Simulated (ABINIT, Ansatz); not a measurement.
# Lattice dynamics of Zr (Zirconium) in two programs, part 3 of 4

How does Zr (Zirconium) vibrate, and is this structure a minimum?

ABINIT 10.8.3; DFT PBE, scalar-relativistic, plane waves, PseudoDojo norm-conserving pseudopotentials.

So far. Step 4 (Ground state): The cell stands at -0.46 GPa: the relaxation ran with a smoothed and higher cutoff, and the difference is a stress of the finite basis. Step 5 (Zone-centre response): The acoustic modes at Γ come out as far as 3.9 cm⁻¹ from zero, where they should vanish, a small numerical error. The relaxed cell has a = 3.232, c = 5.179 Å (conventional setting).

### 7. Interpolated phonon bands

anaddb transforms the dynamical matrices to force constants and back along the path; points of the mesh come back as solved, but for the sum rule and, in polar crystals, the LO-TO term at Γ; the rest is interpolation.

File anaddb.abi:

```
ddb_filepath "all_DDB"
output_file "anaddb.abo"
outdata_prefix "anaddb"
ifcflag 1
ngqpt 3 3 2
nqshft 1
q1shft 0.0 0.0 0.0
asr 1
chneut 0
dipdip 0
dipquad 0
quadquad 0
enunit 0
eivec 0
nph1l 93
qph1l 
    0.0 0.0 0.0 1.0
    0.05 0.0 0.0 1.0
    0.1 0.0 0.0 1.0
    0.15 0.0 0.0 1.0
    0.2 0.0 0.0 1.0
    0.25 0.0 0.0 1.0
    0.3 0.0 0.0 1.0
    0.35 0.0 0.0 1.0
    0.4 0.0 0.0 1.0
    0.45 0.0 0.0 1.0
    0.5 0.0 0.0 1.0
    0.48333333 0.03333333 0.0 1.0
    0.46666667 0.06666667 0.0 1.0
    0.45 0.1 0.0 1.0
    0.43333333 0.13333333 0.0 1.0
    0.41666667 0.16666667 0.0 1.0
    0.4 0.2 0.0 1.0
    0.38333333 0.23333333 0.0 1.0
    0.36666667 0.26666667 0.0 1.0
    0.35 0.3 0.0 1.0
    0.33333333 0.33333333 0.0 1.0
    0.3 0.3 0.0 1.0
    0.26666667 0.26666667 0.0 1.0
    0.23333333 0.23333333 0.0 1.0
    0.2 0.2 0.0 1.0
    0.16666667 0.16666667 0.0 1.0
    0.13333333 0.13333333 0.0 1.0
    0.1 0.1 0.0 1.0
    0.06666667 0.06666667 0.0 1.0
    0.03333333 0.03333333 0.0 1.0
    0.0 0.0 0.0 1.0
    0.0 0.0 0.05 1.0
    0.0 0.0 0.1 1.0
    0.0 0.0 0.15 1.0
    0.0 0.0 0.2 1.0
    0.0 0.0 0.25 1.0
    0.0 0.0 0.3 1.0
    0.0 0.0 0.35 1.0
    0.0 0.0 0.4 1.0
    0.0 0.0 0.45 1.0
    0.0 0.0 0.5 1.0
    0.05 0.0 0.5 1.0
    0.1 0.0 0.5 1.0
    0.15 0.0 0.5 1.0
    0.2 0.0 0.5 1.0
    0.25 0.0 0.5 1.0
    0.3 0.0 0.5 1.0
    0.35 0.0 0.5 1.0
    0.4 0.0 0.5 1.0
    0.45 0.0 0.5 1.0
    0.5 0.0 0.5 1.0
    0.48333333 0.03333333 0.5 1.0
    0.46666667 0.06666667 0.5 1.0
    0.45 0.1 0.5 1.0
    0.43333333 0.13333333 0.5 1.0
    0.41666667 0.16666667 0.5 1.0
    0.4 0.2 0.5 1.0
    0.38333333 0.23333333 0.5 1.0
    0.36666667 0.26666667 0.5 1.0
    0.35 0.3 0.5 1.0
    0.33333333 0.33333333 0.5 1.0
    0.3 0.3 0.5 1.0
    0.26666667 0.26666667 0.5 1.0
    0.23333333 0.23333333 0.5 1.0
    0.2 0.2 0.5 1.0
    0.16666667 0.16666667 0.5 1.0
    0.13333333 0.13333333 0.5 1.0
    0.1 0.1 0.5 1.0
    0.06666667 0.06666667 0.5 1.0
    0.03333333 0.03333333 0.5 1.0
    0.0 0.0 0.5 1.0
    0.5 0.0 0.5 1.0
    0.5 0.0 0.45 1.0
    0.5 0.0 0.4 1.0
    0.5 0.0 0.35 1.0
    0.5 0.0 0.3 1.0
    0.5 0.0 0.25 1.0
    0.5 0.0 0.2 1.0
    0.5 0.0 0.15 1.0
    0.5 0.0 0.1 1.0
    0.5 0.0 0.05 1.0
    0.5 0.0 0.0 1.0
    0.33333333 0.33333333 0.5 1.0
    0.33333333 0.33333333 0.45 1.0
    0.33333333 0.33333333 0.4 1.0
    0.33333333 0.33333333 0.35 1.0
    0.33333333 0.33333333 0.3 1.0
    0.33333333 0.33333333 0.25 1.0
    0.33333333 0.33333333 0.2 1.0
    0.33333333 0.33333333 0.15 1.0
    0.33333333 0.33333333 0.1 1.0
    0.33333333 0.33333333 0.05 1.0
    0.33333333 0.33333333 0.0 1.0
```

File mrgddb.in:

```
all_DDB
merged
6
dfpt_gammao_DDB
dfpt_qo_DS1_DDB
dfpt_qo_DS2_DDB
dfpt_qo_DS3_DDB
dfpt_qo_DS4_DDB
dfpt_qo_DS5_DDB
```

Run with:

```console
$ mrgddb < mrgddb.in > mrgddb.log
$ OMP_NUM_THREADS=1 anaddb anaddb.abi > anaddb.log
```

anaddb.abo, the main output file:

```text
[banners, grids, parts of the stress and lines that vanish by symmetry left out]
-outvars_anaddb: echo values of input variables ----------------------

 Flags :
[...]
Phonon wavevector (reduced coordinates) :  0.00000  0.00000  0.00000
 Phonon energies in Hartree :
[...]
Phonon frequencies in cm-1    :
-  0.000000E+00  0.000000E+00  0.000000E+00  6.862454E+01  6.862454E+01
-  1.528642E+02
[...]
Phonon wavevector (reduced coordinates) :  0.05000  0.00000  0.00000
 Phonon energies in Hartree :
[...]
Phonon frequencies in cm-1    :
-  8.404656E+00  1.157938E+01  2.341519E+01  7.183844E+01  7.404457E+01
-  1.532332E+02
[...]
Phonon wavevector (reduced coordinates) :  0.10000  0.00000  0.00000
 Phonon energies in Hartree :
[...]
Phonon frequencies in cm-1    :
-  1.731309E+01  2.275881E+01  4.686115E+01  8.047430E+01  8.757949E+01
-  1.542212E+02
[...]
Phonon wavevector (reduced coordinates) :  0.15000  0.00000  0.00000
 Phonon energies in Hartree :
[...]
Phonon frequencies in cm-1    :
-  2.705913E+01  3.310096E+01  6.994645E+01  9.243927E+01  1.046288E+02
-  1.555045E+02
[...]
Phonon wavevector (reduced coordinates) :  0.20000  0.00000  0.00000
 Phonon energies in Hartree :
[...]
Phonon frequencies in cm-1    :
-  3.771066E+01  4.222190E+01  9.201662E+01  1.057967E+02  1.220646E+02
-  1.566446E+02
[...]
Phonon wavevector (reduced coordinates) :  0.25000  0.00000  0.00000
 Phonon energies in Hartree :
[...]
Phonon frequencies in cm-1    :
-  4.905447E+01  4.987741E+01  1.123948E+02  1.190994E+02  1.381236E+02
-  1.572022E+02
  Phonon wavevector (reduced coordinates) :  0.30000  0.00000  0.00000
 Phonon energies in Hartree :
[...]
Phonon frequencies in cm-1    :
-  5.597487E+01  6.061805E+01  1.304704E+02  1.312861E+02  1.517632E+02
-  1.568553E+02
  Phonon wavevector (reduced coordinates) :  0.35000  0.00000  0.00000
 Phonon energies in Hartree :
[...]
Phonon frequencies in cm-1    :
-  6.054097E+01  7.168013E+01  1.415590E+02  1.457132E+02  1.555180E+02
-  1.623250E+02
  Phonon wavevector (reduced coordinates) :  0.40000  0.00000  0.00000
 Phonon energies in Hartree :
[...]
Phonon frequencies in cm-1    :
-  6.367358E+01  8.123927E+01  1.493199E+02  1.534731E+02  1.576585E+02
-  1.694081E+02
  Phonon wavevector (reduced coordinates) :  0.45000  0.00000  0.00000
 Phonon energies in Hartree :
[...]
Phonon frequencies in cm-1    :
-  6.549075E+01  8.797256E+01  1.514843E+02  1.541459E+02  1.658243E+02
-  1.728955E+02
  Phonon wavevector (reduced coordinates) :  0.50000  0.00000  0.00000
 Phonon energies in Hartree :
[...]
Phonon frequencies in cm-1    :
-  6.608491E+01  9.044903E+01  1.506295E+02  1.557829E+02  1.691036E+02
-  1.735398E+02
  Phonon wavevector (reduced coordinates) :  0.48333  0.03333  0.00000
 Phonon energies in Hartree :
[...]
Phonon frequencies in cm-1    :
-  6.763421E+01  9.076308E+01  1.502799E+02  1.545590E+02  1.705299E+02
-  1.731371E+02
  Phonon wavevector (reduced coordinates) :  0.46667  0.06667  0.00000
 Phonon energies in Hartree :
[...]
Phonon frequencies in cm-1    :
-  7.202741E+01  9.170779E+01  1.492373E+02  1.518883E+02  1.719384E+02
-  1.737903E+02
  Phonon wavevector (reduced coordinates) :  0.45000  0.10000  0.00000
 Phonon energies in Hartree :
[...]
Phonon frequencies in cm-1    :
-  7.864007E+01  9.328866E+01  1.475208E+02  1.489154E+02  1.699715E+02
-  1.776872E+02
[...]
Phonon wavevector (reduced coordinates) :  0.10000  0.00000  0.50000
 Phonon energies in Hartree :
[...]
Phonon frequencies in cm-1    :
-  5.985788E+01  5.985788E+01  6.486166E+01  6.486166E+01  1.358823E+02
-  1.358823E+02
  Phonon wavevector (reduced coordinates) :  0.15000  0.00000  0.50000
 Phonon energies in Hartree :
[...]
Phonon frequencies in cm-1    :
-  6.925315E+01  6.925315E+01  7.746723E+01  7.746723E+01  1.398508E+02
-  1.398508E+02
  Phonon wavevector (reduced coordinates) :  0.20000  0.00000  0.50000
 Phonon energies in Hartree :
[...]
Phonon frequencies in cm-1    :
-  7.952678E+01  7.952678E+01  8.948446E+01  8.948446E+01  1.455731E+02
-  1.455731E+02
  Phonon wavevector (reduced coordinates) :  0.25000  0.00000  0.50000
 Phonon energies in Hartree :
[...]
Phonon frequencies in cm-1    :
-  8.954818E+01  8.954818E+01  9.935610E+01  9.935610E+01  1.528458E+02
-  1.528458E+02
  Phonon wavevector (reduced coordinates) :  0.30000  0.00000  0.50000
 Phonon energies in Hartree :
[...]
Phonon frequencies in cm-1    :
-  9.855579E+01  9.855579E+01  1.066621E+02  1.066621E+02  1.609073E+02
-  1.609073E+02
  Phonon wavevector (reduced coordinates) :  0.35000  0.00000  0.50000
 Phonon energies in Hartree :
[...]
Phonon frequencies in cm-1    :
-  1.060271E+02  1.060271E+02  1.117088E+02  1.117088E+02  1.686081E+02
-  1.686081E+02
[...]
Phonon wavevector (reduced coordinates) :  0.33333  0.33333  0.05000
 Phonon energies in Hartree :
[...]
Phonon frequencies in cm-1    :
-  1.177867E+02  1.177867E+02  1.381050E+02  1.381050E+02  1.428830E+02
-  1.951772E+02
  Phonon wavevector (reduced coordinates) :  0.33333  0.33333  0.00000
 Phonon energies in Hartree :
[...]
Phonon frequencies in cm-1    :
-  1.203427E+02  1.203427E+02  1.357460E+02  1.357460E+02  1.426131E+02
-  1.955440E+02
-
```

Run time: 0.52 s. Hardware: 1 thread of Arm Neoverse V1, shared host.

This step gave:

| Quantity | Value |
| --- | --- |
| lowest frequency on the path | 0 cm⁻¹ |

Anaddb. The phonon branches at the labelled points (cm⁻¹):

```
    point  branch 1  branch 2  branch 3  branch 4  branch 5  branch 6
        Γ         0         0         0        69        69       153
        M        66        90       151       156       169       174
        K       120       120       136       136       143       196
        Γ         0         0         0        69        69       153
        A        50        50        50        50       133       133
        L       116       116       117       117       180       180
        H        67        67       167       167       173       173
        A        50        50        50        50       133       133
jump to L       116       116       117       117       180       180
        M        66        90       151       156       169       174
jump to H        67        67       167       167       173       173
        K       120       120       136       136       143       196
```

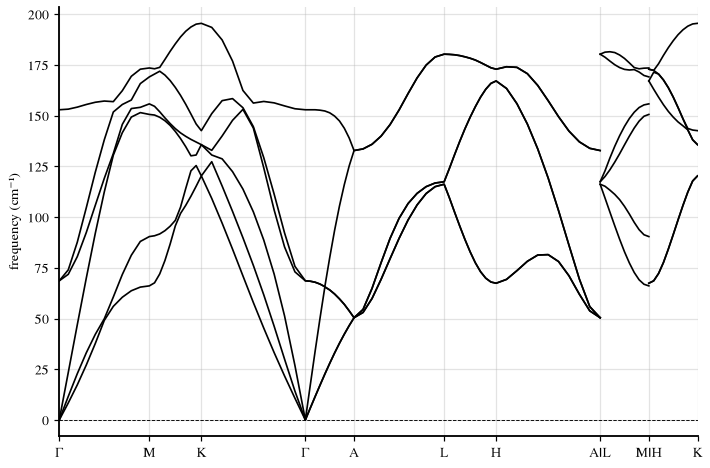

Phonon branches along the path.

All branches are real along the path.

### 8. Sums over the zone

Sums over the zone need many more wavevectors than were solved, so the interpolation is sampled on a dense mesh.

File anaddb.abi:

```
ddb_filepath "all_DDB"
output_file "anaddb.abo"
outdata_prefix "anaddb"
ifcflag 1
ngqpt 3 3 2
nqshft 1
q1shft 0.0 0.0 0.0
asr 1
chneut 0
dipdip 0
dipquad 0
quadquad 0
prtdos 2
ng2qpt 16 16 9
dosdeltae 4.5563e-06
ntemper 11
temperinc 100.0
tempermin 0.0
```

Run with:

```console
$ OMP_NUM_THREADS=1 anaddb anaddb.abi > anaddb.log
```

anaddb.abo, the main output file:

```text
-outvars_anaddb: echo values of input variables ----------------------

 Flags :
     ifcflag         1
 Miscellaneous information :
         asr         1
      chneut         0
 Interatomic Force Constants Inputs :
      dipdip         0
     dipquad         0
    quadquad         0
      ifcana         0
      ifcout         0
 Description of grid 1 :
        brav         1
       ngqpt         3         3         2
      nqshft         1
      q1shft
                     0.00000000E+00  0.00000000E+00  0.00000000E+00
 Phonon DOS information :
   dosdeltae  4.55630000E-06
    dossmear  4.55633525E-06
 Description of grid 2 (Fourier interp. or BZ sampling):
      ng2qpt        16        16         9
      ngrids         4
      q2shft         0.00000000E+00  0.00000000E+00  0.00000000E+00

================================================================================

 read the DDB information and perform some checks

  ==== Info on the Cryst% object ====
 Real(R)+Recip(G) space primitive vectors, cartesian coordinates (Bohr,Bohr^-1):
 R(1)=  6.1083540  0.0000000  0.0000000  G(1)=  0.1637102  0.0945181  0.0000000
 R(2)= -3.0541770  5.2899898  0.0000000  G(2)=  0.0000000  0.1890363  0.0000000
 R(3)=  0.0000000  0.0000000  9.7863608  G(3)=  0.0000000  0.0000000  0.1021830
 Unit cell volume ucvol=  3.1622795E+02 bohr^3
 Angles (23,13,12)=  9.00000000E+01  9.00000000E+01  1.20000000E+02 degrees
 Time-reversal symmetry is present
 Reduced atomic positions [iatom, xred, symbol]:
    1)    0.3333333  0.6666667  0.2500000  Zr
    2)    0.6666667  0.3333333  0.7500000  Zr

 DDB file with 6 blocks has been read.

================================================================================

 Calculation of the interatomic forces

       Homogeneous q point set in the B.Z.
 Grid q points  :       18
  1)   0.00000000E+00  0.00000000E+00  0.00000000E+00
  2)   3.33333333E-01  0.00000000E+00  0.00000000E+00
  3)  -3.33333333E-01  0.00000000E+00  0.00000000E+00
  4)   0.00000000E+00  3.33333333E-01  0.00000000E+00
  5)   3.33333333E-01  3.33333333E-01  0.00000000E+00
  6)  -3.33333333E-01  3.33333333E-01  0.00000000E+00
  7)   0.00000000E+00 -3.33333333E-01  0.00000000E+00
  8)   3.33333333E-01 -3.33333333E-01  0.00000000E+00
  9)  -3.33333333E-01 -3.33333333E-01  0.00000000E+00
 10)   0.00000000E+00  0.00000000E+00  5.00000000E-01
 11)   3.33333333E-01  0.00000000E+00  5.00000000E-01
 12)  -3.33333333E-01  0.00000000E+00  5.00000000E-01
 13)   0.00000000E+00  3.33333333E-01  5.00000000E-01
 14)   3.33333333E-01  3.33333333E-01  5.00000000E-01
 15)  -3.33333333E-01  3.33333333E-01  5.00000000E-01
 16)   0.00000000E+00 -3.33333333E-01  5.00000000E-01
 17)   3.33333333E-01 -3.33333333E-01  5.00000000E-01
 18)  -3.33333333E-01 -3.33333333E-01  5.00000000E-01

 The interatomic forces have been obtained

================================================================================

 Calculation of phonon density of states

 Average speed of sound partial sums:     0.1176002571E-02 (at units)
-                                   =           2.5727 [km/s]

 Debye frequency from partial sums:     0.6728090797E-03 (Ha)
-                                 =     0.4426871083E+01 (THz)
-Debye temperature from partial sums:     0.2124563038E+03 (K)

 Average speed of sound:     0.9781273736E-03 (at units)
-                      =           2.1398 [km/s]

 Debye frequency from DOS:     0.5596016493E-03 (Ha)
-                        =     0.3682001974E+01 (THz)
-Debye temperature from DOS:     0.1767082247E+03 (K)

-
```

The job ended after 0.59 s (1 thread).

Numbers from this step:

```yaml
share_of_modes_beyond_3i_cm_minus1_on_the_dense_interpolated_mesh: 0
zero_point_energy_per_atom: 22.59 meV
heat_capacity_at_300_k: 24.18 J/(mol atoms K)
vibrational_entropy_at_300_k: 40.38 J/(mol atoms K)
```

The phonon density of states has structure finer than the step of the table below, so its rows give means over 20 cm⁻¹, whole bins alone (the curve runs from -30 to 226 cm⁻¹). Peaks (cm⁻¹: height): 77.0: 0.0715, 130.0: 0.0511, 157.0: 0.0749.

Tetrahedra. The phonon density of states by wavenumber; means over each step:

```
wavenumber (cm⁻¹)  phonon density of states (1/cm⁻¹/cell)
              -20                                       0
                0                                  5.4e-5
               20                                 0.00160
               40                                 0.00707
               60                                  0.0199
               80                                  0.0534
              100                                  0.0407
              120                                  0.0360
              140                                  0.0472
              160                                  0.0603
              180                                  0.0324
              200                                  7.5e-4
```

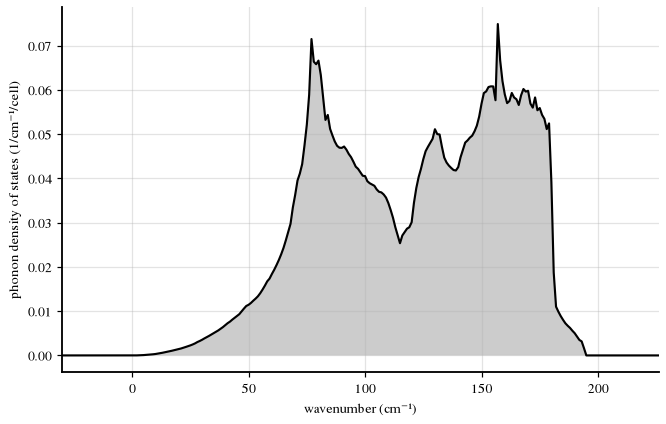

Phonon density of states, plotted against wavenumber.

Harmonic thermodynamic functions per atom, summed over the density of states scaled to three modes an atom; melting is ignored. Thermodynamic functions:

```
T (K)  F_vib (meV/atom)  S (J/mol-atom/K)  C_V (J/mol-atom/K)
    0             22.59                 0                   0
   50             21.79             5.225               10.54
  100             16.31             15.76               19.23
  200             -8.44             30.74               23.28
  300             -45.6             40.38               24.18
  400            -91.25             47.39               24.51
  500            -143.3             52.88               24.66
  600            -200.5             57.38               24.75
  700              -262              61.2                24.8
  800            -327.2             64.52               24.83
  900            -395.6             67.44               24.86
 1000            -466.9             70.06               24.87
```

At 300 K the heat capacity has reached 97 % of the Dulong-Petit value.

(Part 3 of 4 ends here.)

[Host names and launcher messages were left out of these logs when they were recorded.]

[Logs are printed without paths, hosts, clocks, repeated set-up lines and the standing remarks that a program may print on its own settings, such as how far it seeks lower states.]

[Hosts, paths, dates, database ids (printed as entryN), source tags and the programs' standing remarks are cut or masked in the printed files.]
